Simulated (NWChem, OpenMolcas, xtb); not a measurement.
InNH2Cl (SMILES [NH2][In][Cl]): methods side by side

InNH2Cl has 5 atoms, charge 0, and is taken as a doublet. As SMILES, `[NH2][In][Cl]`. The coordinates come from a PBE0-D4/def2-TZVP relaxation. This is one conformer, not always the lowest.

```xyz
5

N    -0.1426    0.8086   -0.4939
In   -0.4116   -1.2178   -0.1533
Cl    1.3915   -2.2115    1.0187
H    -0.9997    1.2838   -0.7567
H     0.2123    1.2632    0.3438
```

Quantity: the energy change with the In2–Cl3 bond stretched from 2.369 to 3.553 Å, in eV. The values are calculated.

```tsv
level	kind	program	value (eV)	less CCSD(T)/def2-SVP	CPU time (all runs)
GFN0-xTB	semi-empirical	xtb	0.16	-1.80	under 2 s
UHF/def2-SVP (core potential)	Hartree–Fock	OpenMolcas	1.84	-0.12	13 s
USVWN5/def2-SVP (core potential)	LDA	OpenMolcas	1.78	-0.18	38 s
UPBE/def2-SVP (core potential)	GGA	OpenMolcas	1.48	-0.48	58 s
UTPSS/def2-SVP (core potential)	meta-GGA	OpenMolcas	1.55	-0.41	90 s
UB3LYP/def2-SVP (core potential)	global hybrid	OpenMolcas	1.50	-0.46	69 s
UMP2/def2-SVP (core potential)	perturbation theory	NWChem	2.22	+0.26	1.9 min
ROCCSD(T)/def2-SVP (core potential)	coupled cluster or CI	OpenMolcas	1.96	0.00	95 s
```

ROCCSD(T)/def2-SVP (core potential) is the highest level here, not the true value. The first shape isn't each level's own minimum. The values span 0.16 to 2.22 eV. Spin contamination of the reference (⟨S²⟩ at least 0.1 too high) touches UHF/def2-SVP, UMP2/def2-SVP. In the correlated wave-function rows the outer d shell of In is correlated, in sets not made for it. CPU times are rough (shared hosts, several kinds of processor and program).

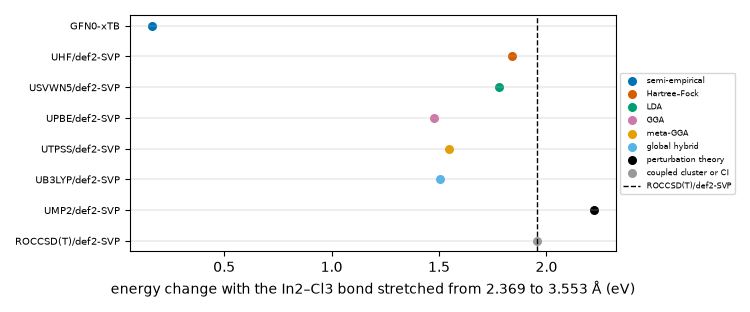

The values of the table, level by level.
